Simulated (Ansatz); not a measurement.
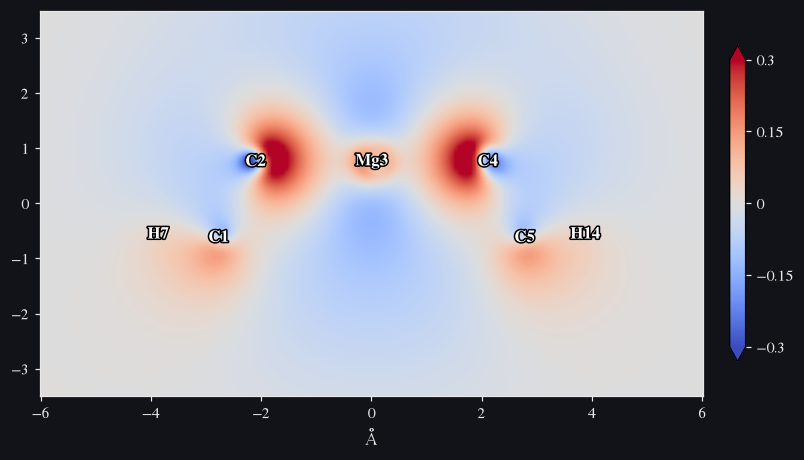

The picture shows: C4H10Mg (SMILES C[CH2][Mg][CH2]C). One frontier orbital on the plane of atoms Mg3, C4 and C5 (values in Å⁻³ᐟ²; the overall sign is arbitrary).

Geometry: PBE0-D4/def2-TZVP.

Level of theory: RKS PBE0-D4/def2-TZVPP (Ansatz 0.2.0).

```xyz
15

C     0.4470    2.0565    1.9186
C     1.1708    0.7173    1.7552
Mg    0.5094   -0.5118    0.1786
C    -0.1681   -1.7249   -1.4036
C    -1.3401   -1.1774   -2.2225
H    -0.6244    1.9250    2.1018
H     0.8355    2.6507    2.7551
H     0.5349    2.6829    1.0249
H     1.0975    0.1455    2.6898
H     2.2460    0.8965    1.6226
H    -0.4365   -2.7069   -0.9921
H     0.6815   -1.9254   -2.0699
H    -1.1002   -0.2185   -2.6932
H    -1.6467   -1.8532   -3.0306
H    -2.2285   -1.0072   -1.6056
```

Question: Which orbital is it: HOMO or LUMO?

Answer: The LUMO, at −0.52 eV. It lies mainly on Mg3 (about 55 %), C2 (about 10 %) and C4 (about 10 %).
